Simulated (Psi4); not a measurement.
# B3LYP/6-31G(d) (Cartesian functions) run of GeH3O2F (SMILES [OH][GeH]([OH])[F])

Aim: the vertical singlet–triplet gap of GeH3O2F at B3LYP/6-31G* (Cartesian functions), from 2 runs. 

The calculation is run with Psi4 1.11.

### 1 The structure to begin with

GeH3O2F: 7 atoms, total charge 0, spin state singlet. As SMILES, `[OH][GeH]([OH])[F]`. The coordinates come from a PBE0-D4/def2-TZVP relaxation. This is one conformer, not always the lowest.

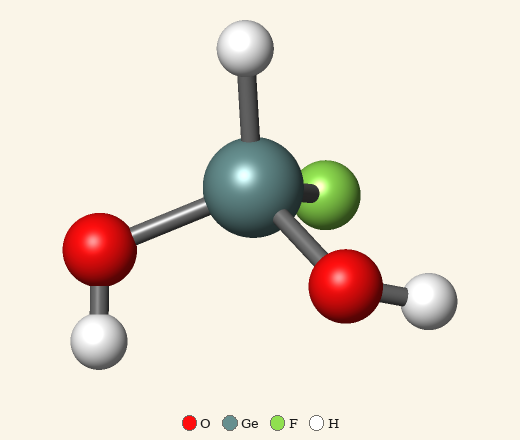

The structure, seen from a chosen angle (oxygen red, germanium teal, fluorine green, hydrogen white).

### 2 Energy and forces at B3LYP/6-31G(d) (Cartesian functions)

The input, fgeh3o2.xyz:

```xyz
7
FGeH3O2
O     -0.352900     1.140300    -0.859300
Ge    -0.107500    -0.026800     0.432400
O      1.518200    -0.656000     0.307600
F     -1.260300    -1.284500     0.113200
H     -1.209200     1.041800    -1.283900
H     -0.331400     0.485800     1.847500
H      1.804400    -0.768700    -0.603100
```

The input, calc.py:

```python
import psi4

psi4.set_memory(2200000000)
psi4.set_num_threads(1)
psi4.set_output_file('psi4.out', False)

with open('fgeh3o2.xyz') as f:
    atoms = ''.join(f.readlines()[2:])
geom = psi4.geometry('0 1\n' + atoms + 'symmetry c1')

psi4.set_options({
    'basis': '6-31G*',
    'reference': 'rks',
    'puream': False,
    'e_convergence': 1e-09,
    'd_convergence': 1e-08,
    'scf_type': 'pk',
    'dft_radial_points': 99,
    'dft_spherical_points': 590,
})

e_tot, wfn = psi4.gradient("B3LYP", molecule=geom, return_wfn=True)
psi4.oeprop(wfn, "LOWDIN_CHARGES", "MAYER_INDICES", "MULLIKEN_CHARGES")
print('gradient / Eh bohr^-1')
print(e_tot.np.round(6))
print(f'energy = {wfn.energy():.10f} Eh')
```

Command:

```sh
$ python calc.py
```

psi4.out:

```text
[...]
  Running in c1 symmetry.
[...]
  Nuclear repulsion =  327.327915065786726
[...]
  Multiplicity = 1
[...]
  Nalpha       = 30
  Nbeta        = 30
[...]
    Number of basis functions: 86
[...]
   @RKS iter   1: -2327.43506491789230   -2.05842e+00   3.42559e-02 DIIS/ADIIS
[...]
   @RKS iter  12: -2328.92599106470607    4.54747e-13   2.92598e-09 DIIS
[...]
    Orbital Energies [Eh]
    ---------------------
    Doubly Occupied:
       1A   -398.803169     2A    -49.855949     3A    -44.381300
       4A    -44.380619     5A    -44.380255     6A    -24.672438
       7A    -19.166531     8A    -19.166166     9A     -6.288393
      10A     -4.460892    11A     -4.459397    12A     -4.457576
      13A     -1.277522    14A     -1.270346    15A     -1.264124
      16A     -1.261197    17A     -1.260964    18A     -1.136949
      19A     -1.010761    20A     -0.991006    21A     -0.593181
      22A     -0.510233    23A     -0.478989    24A     -0.431970
      25A     -0.408541    26A     -0.387889    27A     -0.369254
      28A     -0.352706    29A     -0.331501    30A     -0.322395
[...]
  @RKS Final Energy: -2328.92599106470607
   => Energetics <=
    Nuclear Repulsion Energy =            327.3279150657867262
    One-Electron Energy =               -3894.8262137005349359
    Two-Electron Energy =                1325.5088809673579817
    DFT Exchange-Correlation Energy =     -86.9365733973160388
    Empirical Dispersion Energy =           0.0000000000000000
    VV10 Nonlocal Energy =                  0.0000000000000000
    Total Energy =                      -2328.9259910647060678
[...]
 Multipole Moments:
 ------------------------------------------------------------------------------------
     Multipole            Electronic (a.u.)      Nuclear  (a.u.)        Total (a.u.)
 ------------------------------------------------------------------------------------
 L = 1.  Multiply by 2.5417464519 to convert [e a0] to [Debye]
 Dipole X            :         -1.9166733            1.6887256           -0.2279478
 Dipole Y            :         -0.8345410            1.1295519            0.2950109
 Dipole Z            :          2.4245180           -2.7204787           -0.2959606
 Magnitude           :                                                    0.4760087
[...]
  -Total Gradient:
     Atom            X                  Y                   Z
    ------   -----------------  -----------------  -----------------
       1       -0.007411386731    -0.009484581880     0.003839403802
       2        0.004926644169     0.002111041786    -0.003495429228
       3       -0.007991985727     0.002562592554    -0.009721179224
       4        0.003937232018     0.003732898358     0.000774817872
       5        0.008138836979     0.002105593105     0.003181283700
       6       -0.000260937926    -0.001367576894    -0.003345993914
       7       -0.001375622787     0.000384719758     0.008775800051
[...]
  Mulliken Charges: (a.u.)
   Center  Symbol    Alpha    Beta     Spin     Total
       1     O     4.34305  4.34305  0.00000 -0.68610
       2    GE    15.56863 15.56863  0.00000  0.86275
       3     O     4.33674  4.33674  0.00000 -0.67349
       4     F     4.69717  4.69717  0.00000 -0.39434
       5     H     0.28758  0.28758  0.00000  0.42484
       6     H     0.48207  0.48207  0.00000  0.03586
       7     H     0.28476  0.28476  0.00000  0.43048
   Total alpha = 30.00000, Total beta = 30.00000, Total charge =  0.00000
  Lowdin Charges: (a.u.)
[...]
```

Standard output:

```text
gradient / Eh bohr^-1
[[-0.007411 -0.009485  0.003839]
 [ 0.004927  0.002111 -0.003495]
 [-0.007992  0.002563 -0.009721]
 [ 0.003937  0.003733  0.000775]
 [ 0.008139  0.002106  0.003181]
 [-0.000261 -0.001368 -0.003346]
 [-0.001376  0.000385  0.008776]]
energy = -2328.9259910647 Eh
```

It took 14 s on 1 thread of AMD EPYC 9R45 (Zen 5), shared host; peak memory 1.1 GiB.

### 3 The triplet at the same level

The input, fgeh3o2.in:

```
memory 2.2 GB

molecule {
  0 3
  O     -0.66688435     2.15485470    -1.62384166
  Ge    -0.20314556    -0.05064466     0.81711758
  O      2.86898220    -1.23966034     0.58127976
  F     -2.38162183    -2.42735321     0.21391700
  H     -2.28505683     1.96871668    -2.42621937
  H     -0.62625524     0.91802895     3.49126902
  H      3.40982182    -1.45263247    -1.13969383
  units au
  symmetry c1
}

set basis 6-31G*
set reference uks
set puream false
set e_convergence 1e-09
set d_convergence 1e-08
set scf_type pk
set dft_radial_points 99
set dft_spherical_points 590
set maxiter 100

energy_value, wavefunction = gradient("b3lyp", return_wfn=True)
oeprop(wavefunction, "DIPOLE", "MULLIKEN_CHARGES", "WIBERG_LOWDIN_INDICES")
```

Command:

```sh
$ psi4 -i fgeh3o2.in -o fgeh3o2.out -n 1
```

fgeh3o2.out, cut to the lines that bear on the results:

```text
[...]
  Running in c1 symmetry.
[...]
  Nuclear repulsion =  327.327915151877448
[...]
  Multiplicity = 3
[...]
  Nalpha       = 31
  Nbeta        = 29
[...]
    Number of basis functions: 86
[...]
   @UKS iter   1: -2327.07149329541426   -1.69485e+00   3.47751e-02 ADIIS/DIIS
[...]
   @UKS iter  24: -2328.66260556843781   -5.00222e-12   2.97139e-09 DIIS
[...]
   @S^2 Observed:                2.008718305E+00
[...]
  @UKS Final Energy: -2328.66260556843781
   => Energetics <=
    Nuclear Repulsion Energy =            327.3279151518774484
    One-Electron Energy =               -3893.7532157850455405
    Two-Electron Energy =                1324.6394099946248843
    DFT Exchange-Correlation Energy =     -86.8767149298942343
    Empirical Dispersion Energy =           0.0000000000000000
    VV10 Nonlocal Energy =                  0.0000000000000000
    Total Energy =                      -2328.6626055684378116
  UHF NO Occupations:
  HONO-2 :   29  A 1.9972484
  HONO-1 :   30  A 1.0000000
[...]
  -Total Gradient:
     Atom            X                  Y                   Z
    ------   -----------------  -----------------  -----------------
       1       -0.037856839627    -0.079462719068     0.039802721915
       2        0.015771006407     0.038095162104    -0.021660695378
       3       -0.048472553357     0.021970972681    -0.022440386585
       4        0.014599964795     0.019347669875    -0.006010077156
       5        0.055010026315     0.006032670644     0.034698127953
       6        0.003740069968    -0.007367878770    -0.041317974133
       7       -0.002826437588     0.001429117692     0.016934889441
[...]
 Multipole Moments:
 ------------------------------------------------------------------------------------
     Multipole            Electronic (a.u.)      Nuclear  (a.u.)        Total (a.u.)
 ------------------------------------------------------------------------------------
[...]
```

Wall time 31 s (1 thread of AMD EPYC 9R45 (Zen 5), shared host); peak memory 1.1 GiB.

### 4 What came out

Level: B3LYP/6-31G* (Cartesian functions).

```
                                        quantity           value
                           singlet: total energy  -2328.92599 Eh
                          singlet: dipole moment          1.21 D
                            singlet: HOMO energy        -8.77 eV
                            singlet: LUMO energy         0.07 eV
                          singlet: HOMO–LUMO gap         8.84 eV
               singlet: largest force on an atom      0.660 eV/Å
                           triplet: total energy  -2328.66261 Eh
                          triplet: dipole moment          1.40 D
     triplet: HOMO energy (highest over α and β)        -2.10 eV
                                   triplet: ⟨S²⟩           2.009
               triplet: largest force on an atom      4.967 eV/Å
vertical energy of the triplet above the singlet        7.167 eV
```

At this shape the triplet lies 7.17 eV (165 kcal/mol) above the singlet. The largest force (singlet) is 0.66 eV/Å: the shape isn't a stationary point for this species at this level.
